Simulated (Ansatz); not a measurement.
# Run report: C3H12BNSi, geometry relaxation (part 2 of 2)

Continued. System: C3H12BNSi, SMILES CCB(N)C[SiH3]. Method: RKS B3LYP/6-31G* (Ansatz 0.2.0). It belongs to a series of runs on one base structure; here: end point A relaxed.

Geometry of the input (Å):
```
C  0.7296  -2.0332  -0.2095
C  1.1946  -0.7228  -0.8936
B  0.4409  0.5855  -0.3284
N  1.3539  1.6410  0.4405
C  -1.0805  0.8105  -0.5769
Si -1.9997  0.7740  1.0665
H  1.2512  -2.8656  -0.6224
H  -0.3648  -2.1072  -0.4274
H  0.8544  -1.9269  0.9184
H  2.2942  -0.6369  -0.6934
H  1.0124  -0.7773  -1.9665
H  1.7419  1.1566  1.2753
H  2.0010  1.9735  -0.2023
H  -1.2622  1.8193  -1.0183
H  -1.4890  0.0148  -1.2236
H  -1.7889  -0.5217  1.7142
H  -1.4813  1.8413  1.9579
H  -3.4453  0.9864  0.8413
```

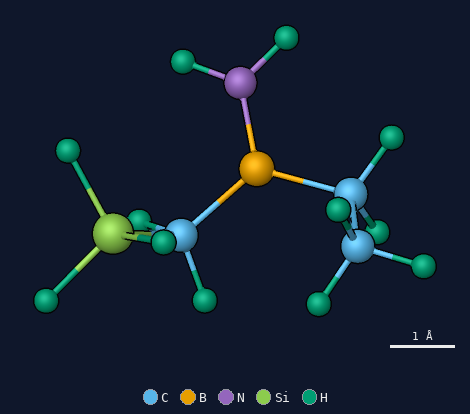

*The geometry at step 11 of the log (ball-and-stick view, seen at a tilt).*

Trajectory as extended XYZ, continued:
```
18
Properties=species:S:1:pos:R:3:forces:R:3 step=4 energy=-13351.63691
C     0.6876   -2.0378   -0.1835    0.1661  -0.2692  -0.2293
C     1.2266   -0.7376   -0.8244   -0.1448  -0.2654   0.1344
B     0.5139    0.5918   -0.3234   -0.1374  -0.0471  -0.0956
N     1.2348    1.6415    0.4262    1.5034  -0.2295   0.2128
C    -1.0167    0.8448   -0.5695    0.0055   0.0826  -0.1226
Si   -1.9978    0.7549    1.0567   -0.0012  -0.0753   0.0437
H     1.1988   -2.9297   -0.5809   -0.0764   0.1549  -0.0001
H    -0.3811   -2.1679   -0.3696   -0.1146   0.0153  -0.0091
H     0.8351   -2.0566    0.8978    0.0064   0.0834   0.1763
H     2.3124   -0.6970   -0.6830    0.1109   0.0524   0.0510
H     1.0697   -0.8101   -1.9153   -0.0233   0.0510   0.0726
H     1.9650    1.1675    1.0202   -0.6138   0.5090  -0.7503
H     1.8210    2.2007   -0.2351   -0.7168  -0.1851   0.5771
H    -1.1552    1.8886   -0.8874   -0.0611   0.0476  -0.0236
H    -1.4994    0.1875   -1.3063    0.0827   0.0208   0.0364
H    -1.8320   -0.5716    1.7283   -0.0074   0.0734  -0.0505
H    -1.5640    1.8075    2.0103   -0.0181  -0.0036  -0.0126
H    -3.4562    0.9349    0.7909    0.0400  -0.0152  -0.0105
18
Properties=species:S:1:pos:R:3:forces:R:3 step=5 energy=-13351.75132
C     0.6780   -2.0570   -0.1767    0.0816  -0.0847  -0.0962
C     1.2225   -0.7532   -0.7997   -0.0978  -0.1909   0.1997
B     0.5172    0.5835   -0.3060    0.0387   0.1322   0.1128
N     1.2541    1.6062    0.4665    2.1258  -0.2906  -0.5835
C    -1.0076    0.8570   -0.5740    0.0515   0.1987  -0.0293
Si   -1.9968    0.7530    1.0468   -0.0002  -0.0405   0.0091
H     1.1854   -2.9408   -0.5868   -0.0471   0.0383   0.0146
H    -0.3933   -2.1711   -0.3681   -0.0562  -0.0252   0.0205
H     0.8247   -2.0738    0.9086   -0.0209  -0.0002   0.0350
H     2.3101   -0.7115   -0.6506    0.0311   0.0219   0.0241
H     1.0702   -0.8081   -1.8914    0.0022   0.0332   0.0392
H     2.1134    1.1378    0.8972   -1.1818   0.8617  -0.8201
H     1.6720    2.3216   -0.2021   -0.9128  -0.6925   1.1942
H    -1.1477    1.9030   -0.8868   -0.0660   0.0058  -0.0468
H    -1.4814    0.2020   -1.3152    0.0567   0.0119  -0.0288
H    -1.8319   -0.5720    1.7141    0.0067   0.0277  -0.0273
H    -1.5739    1.8056    2.0044   -0.0173   0.0068  -0.0067
H    -3.4527    0.9289    0.7717    0.0059  -0.0135  -0.0104
18
Properties=species:S:1:pos:R:3:forces:R:3 step=7 energy=-13352.18998
C     0.6145   -2.0824   -0.1446   -0.0101   0.0486   0.0145
C     1.2074   -0.7888   -0.7318   -0.0545  -0.0518   0.1653
B     0.5519    0.5992   -0.3054    0.3405   0.2419   0.3836
N     1.3777    1.5784    0.3865    0.8776   0.7088  -1.4266
C    -0.9704    0.9201   -0.5707    0.0095   0.1099   0.0905
Si   -1.9868    0.6987    1.0268    0.0158   0.0306  -0.0945
H     1.1062   -2.9683   -0.5622   -0.0302  -0.0505   0.0181
H    -0.4580   -2.1623   -0.3556    0.0018  -0.0360   0.0187
H     0.7403   -2.1120    0.9451   -0.0319  -0.0427  -0.0400
H     2.2932   -0.7720   -0.5509   -0.0297  -0.0284   0.0083
H     1.0937   -0.8255   -1.8292    0.0366  -0.0031  -0.0009
H     2.3281    1.2276    0.6100   -0.6873   0.4503  -0.3378
H     1.4745    2.5252   -0.0929   -0.4972  -1.4062   1.3200
H    -1.1319    1.9716   -0.8518   -0.0189  -0.0252  -0.0585
H    -1.4227    0.2812   -1.3393    0.0280   0.0417  -0.0433
H    -1.7828   -0.6405    1.6456    0.0234   0.0014  -0.0132
H    -1.6265    1.7304    2.0336    0.0039   0.0141   0.0064
H    -3.4461    0.8308    0.7389    0.0229  -0.0034  -0.0106
18
Properties=species:S:1:pos:R:3:forces:R:3 step=8 energy=-13352.39982
C     0.5778   -2.1003   -0.1533   -0.0014   0.0567   0.0705
C     1.2164   -0.8019   -0.6738    0.0027  -0.0130   0.0168
B     0.5589    0.6033   -0.3053    0.2849   0.2910   0.3199
N     1.4120    1.5911    0.3002    0.7246   0.5547  -1.0727
C    -0.9653    0.9332   -0.5582   -0.0113   0.0407   0.0784
Si   -1.9813    0.6861    1.0305    0.0339  -0.0617  -0.1079
H     1.0443   -2.9843   -0.6049   -0.0155  -0.0130   0.0325
H    -0.4948   -2.1413   -0.3739   -0.0071  -0.0192  -0.0092
H     0.6920   -2.1808    0.9346   -0.0448  -0.0423  -0.0225
H     2.2875   -0.7880   -0.4133   -0.0566  -0.0837  -0.0021
H     1.1946   -0.8344   -1.7786    0.0178   0.0405   0.0208
H     2.3918    1.2968    0.4335   -0.6172   0.3221  -0.1141
H     1.3936    2.5831   -0.0332   -0.3307  -1.1163   0.8525
H    -1.1432    1.9855   -0.8248    0.0689  -0.0166  -0.0951
H    -1.4012    0.3041   -1.3439   -0.0389   0.0149  -0.0065
H    -1.7474   -0.6536    1.6385    0.0035   0.0249   0.0165
H    -1.6322    1.7233    2.0377   -0.0138   0.0017   0.0085
H    -3.4413    0.7894    0.7400    0.0009   0.0186   0.0137
18
Properties=species:S:1:pos:R:3:forces:R:3 step=10 energy=-13352.60633
C     0.5258   -2.0979   -0.1521   -0.2716   0.2505   0.1576
C     1.2293   -0.8306   -0.6781    0.4355   0.1139  -0.2488
B     0.5956    0.6175   -0.3576   -0.4854  -0.6545  -0.0909
N     1.4000    1.6165    0.2025    0.9282   0.8794   0.0138
C    -0.9534    0.9140   -0.6018    0.1740   0.1963  -0.0083
Si   -1.8976    0.6740    1.0205   -0.1485  -0.1404  -0.1406
H     0.9654   -3.0291   -0.5312    0.0909   0.1203  -0.0581
H    -0.5348   -2.0998   -0.4288   -0.0150  -0.0650  -0.0357
H     0.5607   -2.1397    0.9418    0.0108  -0.0332   0.0419
H     2.2891   -0.8612   -0.3597   -0.1552   0.0315  -0.0357
H     1.2743   -0.9153   -1.7842   -0.0339   0.1077   0.1764
H     2.4071    1.4817    0.3576   -0.6593   0.0223  -0.0641
H     1.1413    2.6112    0.2726    0.0123  -0.8041   0.0337
H    -1.1450    1.9635   -0.8817    0.1057  -0.0715  -0.0476
H    -1.3894    0.2888   -1.3966    0.0331  -0.0014   0.2072
H    -1.6574   -0.6789    1.5897   -0.0134   0.0144   0.0703
H    -1.4806    1.6834    2.0333    0.0016   0.0135  -0.0240
H    -3.3680    0.8134    0.8055   -0.0099   0.0203   0.0528
18
Properties=species:S:1:pos:R:3:forces:R:3 step=11 energy=-13352.65423
C     0.5234   -2.0714   -0.1543    0.1769  -0.0893  -0.1664
C     1.2599   -0.8340   -0.7048   -0.1427   0.3678  -0.0749
B     0.6035    0.5861   -0.3594    0.3364   0.1347   0.2732
N     1.4369    1.6034    0.1708   -0.3100   0.2850  -0.1195
C    -0.9407    0.8978   -0.5766   -0.0695  -0.0735  -0.0261
Si   -1.9430    0.6760    1.0169    0.0789   0.1620   0.1185
H     0.9912   -2.9859   -0.5402   -0.0751  -0.0695   0.0767
H    -0.5325   -2.0940   -0.4507    0.0398   0.0396  -0.0146
H     0.5563   -2.1196    0.9404    0.0094   0.0501  -0.0137
H     2.3185   -0.8601   -0.3944   -0.1207  -0.0412  -0.0161
H     1.2765   -0.8933   -1.8098    0.0097  -0.0923   0.1132
H     2.4356    1.4774    0.3055   -0.2144   0.0489   0.0392
H     1.1117    2.5568    0.3734    0.2489  -0.6302  -0.1197
H    -1.0909    1.9376   -0.9155   -0.0325  -0.1594   0.0575
H    -1.3839    0.2354   -1.3343    0.0550   0.0677  -0.0100
H    -1.7182   -0.6493    1.6596   -0.0088   0.0064  -0.0726
H    -1.5280    1.7103    2.0053   -0.0095   0.0238   0.0396
H    -3.4140    0.8383    0.8200    0.0279  -0.0306  -0.0841
18
Properties=species:S:1:pos:R:3:forces:R:3 step=13 energy=-13352.68224
C     0.5696   -2.0901   -0.1890    0.0120   0.0212  -0.0057
C     1.2609   -0.8274   -0.7408    0.0156   0.0175  -0.0272
B     0.5971    0.5657   -0.3484   -0.0187   0.0020   0.0543
N     1.4068    1.5771    0.2005    0.0387  -0.0116  -0.0173
C    -0.9498    0.8615   -0.5638   -0.0117  -0.0142  -0.0449
Si   -1.9458    0.7448    1.0368   -0.0142   0.0261   0.0354
H     1.0528   -3.0038   -0.5558   -0.0045  -0.0066   0.0040
H    -0.4852   -2.1374   -0.4846    0.0031   0.0085  -0.0004
H     0.6015   -2.1201    0.9068   -0.0075   0.0076  -0.0071
H     2.3236   -0.8445   -0.4568    0.0122  -0.0143   0.0055
H     1.2542   -0.8848   -1.8421   -0.0004  -0.0115  -0.0046
H     2.3948    1.4518    0.3803   -0.0350   0.0044  -0.0011
H     1.0714    2.4999    0.4461   -0.0028  -0.0243   0.0004
H    -1.1025    1.8801   -0.9499   -0.0086  -0.0053   0.0029
H    -1.3991    0.1741   -1.2929    0.0162   0.0044   0.0126
H    -1.7611   -0.5672    1.7156    0.0059  -0.0058  -0.0023
H    -1.5189    1.8075    1.9913   -0.0028   0.0065   0.0068
H    -3.4078    0.9241    0.7984    0.0025  -0.0045  -0.0114
18
Properties=species:S:1:pos:R:3:forces:R:3 step=14 energy=-13352.68340
C     0.5728   -2.0902   -0.1987   -0.0068  -0.0057   0.0004
C     1.2652   -0.8276   -0.7475    0.0039   0.0063  -0.0082
B     0.5971    0.5608   -0.3457   -0.0080   0.0009   0.0091
N     1.4052    1.5710    0.2064    0.0050   0.0073   0.0075
C    -0.9506    0.8546   -0.5623   -0.0019  -0.0029   0.0244
Si   -1.9465    0.7570    1.0427    0.0026   0.0028  -0.0145
H     1.0542   -3.0052   -0.5648   -0.0009  -0.0027   0.0009
H    -0.4817   -2.1354   -0.4961    0.0026   0.0056  -0.0022
H     0.6013   -2.1218    0.8972   -0.0012   0.0102  -0.0070
H     2.3279   -0.8470   -0.4629    0.0077  -0.0024   0.0008
H     1.2576   -0.8820   -1.8490    0.0005  -0.0047   0.0005
H     2.3910    1.4461    0.3940   -0.0048  -0.0025  -0.0069
H     1.0647    2.4892    0.4613   -0.0006  -0.0091   0.0039
H    -1.1041    1.8694   -0.9573   -0.0041   0.0020  -0.0081
H    -1.4003    0.1602   -1.2830    0.0004  -0.0089  -0.0029
H    -1.7489   -0.5427    1.7417    0.0055   0.0004   0.0033
H    -1.5330    1.8403    1.9802   -0.0012   0.0021   0.0002
H    -3.4096    0.9146    0.7956    0.0012   0.0015  -0.0011
18
Properties=species:S:1:pos:R:3:forces:R:3 step=16 energy=-13352.68439
C     0.5776   -2.0921   -0.2217   -0.0060  -0.0065   0.0022
C     1.2731   -0.8270   -0.7612   -0.0057   0.0059   0.0035
B     0.5964    0.5518   -0.3401    0.0044  -0.0071  -0.0068
N     1.3945    1.5570    0.2346   -0.0088   0.0033   0.0025
C    -0.9530    0.8352   -0.5602   -0.0145   0.0085   0.0161
Si   -1.9444    0.7843    1.0494    0.0142  -0.0131   0.0047
H     1.0612   -3.0071   -0.5850    0.0005   0.0014  -0.0012
H    -0.4743   -2.1352   -0.5286    0.0026  -0.0016  -0.0013
H     0.5959   -2.1246    0.8742    0.0023   0.0010  -0.0017
H     2.3356   -0.8484   -0.4752   -0.0009   0.0008   0.0010
H     1.2653   -0.8727   -1.8629    0.0015   0.0004   0.0006
H     2.3812    1.4370    0.4195    0.0069  -0.0037   0.0002
H     1.0449    2.4654    0.5101    0.0008   0.0057   0.0018
H    -1.1106    1.8370   -0.9864    0.0029  -0.0072  -0.0030
H    -1.4020    0.1178   -1.2586    0.0018   0.0013  -0.0020
H    -1.7211   -0.4840    1.7993    0.0001   0.0167  -0.0076
H    -1.5471    1.9109    1.9437   -0.0050  -0.0098  -0.0106
H    -3.4107    0.9060    0.8009    0.0030   0.0040   0.0016
18
Properties=species:S:1:pos:R:3:forces:R:3 step=17 energy=-13352.68447
C     0.5780   -2.0939   -0.2279    0.0003   0.0002  -0.0010
C     1.2737   -0.8265   -0.7625    0.0001  -0.0004   0.0042
B     0.5946    0.5502   -0.3390    0.0026  -0.0031  -0.0017
N     1.3902    1.5542    0.2416   -0.0018   0.0032   0.0001
C    -0.9551    0.8310   -0.5604   -0.0041  -0.0009  -0.0088
Si   -1.9419    0.7898    1.0510    0.0013   0.0112   0.0030
H     1.0650   -3.0072   -0.5906    0.0005   0.0005  -0.0006
H    -0.4723   -2.1386   -0.5396   -0.0003  -0.0010   0.0000
H     0.5922   -2.1276    0.8680    0.0002  -0.0019   0.0001
H     2.3353   -0.8477   -0.4732   -0.0010   0.0005   0.0002
H     1.2695   -0.8697   -1.8643   -0.0001   0.0014   0.0004
H     2.3770    1.4344    0.4270   -0.0019  -0.0008  -0.0005
H     1.0395    2.4615    0.5200    0.0018  -0.0007  -0.0005
H    -1.1136    1.8291   -0.9949    0.0014  -0.0046   0.0042
H    -1.4033    0.1081   -1.2538    0.0026   0.0039   0.0023
H    -1.7101   -0.4693    1.8121   -0.0033   0.0034  -0.0031
H    -1.5471    1.9266    1.9324    0.0014  -0.0041  -0.0007
H    -3.4090    0.9072    0.8059    0.0004  -0.0066   0.0024
```

Key numbers:

```csv
quantity,value
outcome,converged
total energy,−13352.6847 eV
mean-field energy,−13352.6847 eV
largest force (length of the vector) at the end,0.012 eV/Å
wall time,67 s (CPU time 2.2 min)
peak memory,0.3 GiB
```
